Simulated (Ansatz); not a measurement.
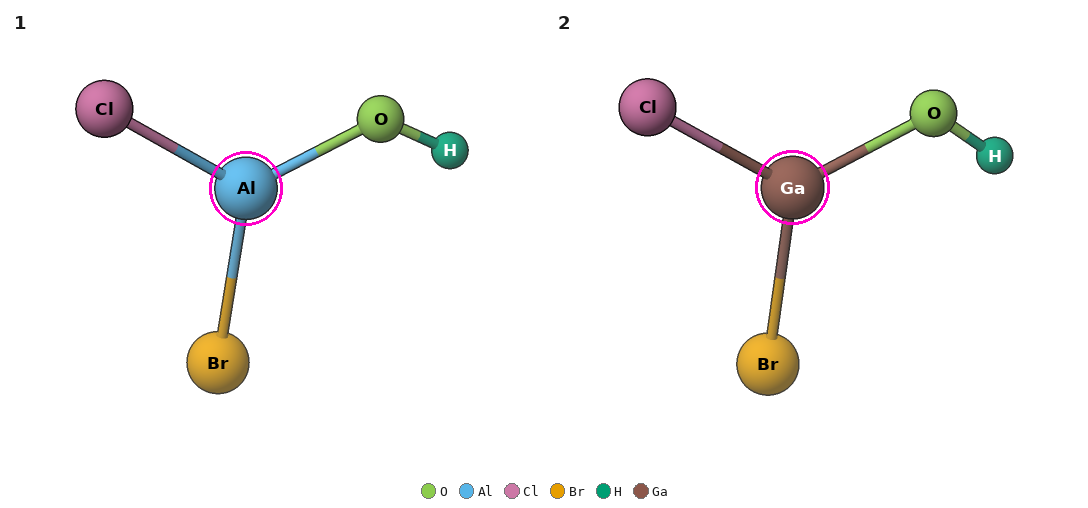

2 molecules with one skeleton, seen from the same side and at one scale; the atom that differs is circled. Each species is neutral and a spin singlet. Computed geometries: PBE0-D4/def2-TZVP optimisations, one conformation each. Properties computed with Ansatz 0.2.0.

One atom differs, called X below: Al in panel 1, Ga in panel 2. Their formulas are AlBrClHO (`[OH][Al]([Cl])[Br]`), BrClGaHO (`[OH][Ga]([Cl])[Br]`).

> In which is the dipole moment larger (B3LYP-D4/def2-TZVPP)?

In panel 1 (X = Al).

> In which is the length of X–O larger (PBE0-D4/def2-TZVP)?

In panel 2 (X = Ga).

Give the values. With PBE0-D4/def2-TZVP: length of X–Br (Å), length of X–Cl (Å), length of X–O (Å), angle Cl–X–Br (°). With ωB97M-V/def2-SVP: HOMO energy (Kohn–Sham orbital) (eV), HOMO–LUMO gap (eV). With B3LYP-D4/def2-TZVPP: dipole moment (D).

```json
{"quantity": "length of X–Br (Å)", "1 (Al)": "2.238", "2 (Ga)": "2.267", "2 − 1": "+0.029"}
{"quantity": "length of X–Cl (Å)", "1 (Al)": "2.071", "2 (Ga)": "2.112", "2 − 1": "+0.041"}
{"quantity": "length of X–O (Å)", "1 (Al)": "1.678", "2 (Ga)": "1.766", "2 − 1": "+0.088"}
{"quantity": "angle Cl–X–Br (°)", "1 (Al)": "120.1", "2 (Ga)": "120.9", "2 − 1": "+0.8"}
{"quantity": "HOMO energy (Kohn–Sham orbital) (eV)", "1 (Al)": "−10.88", "2 (Ga)": "−10.97", "2 − 1": "−0.09"}
{"quantity": "HOMO–LUMO gap (eV)", "1 (Al)": "11.74", "2 (Ga)": "11.45", "2 − 1": "−0.29"}
{"quantity": "dipole moment (D)", "1 (Al)": "1.62", "2 (Ga)": "1.53", "2 − 1": "−0.09"}
```
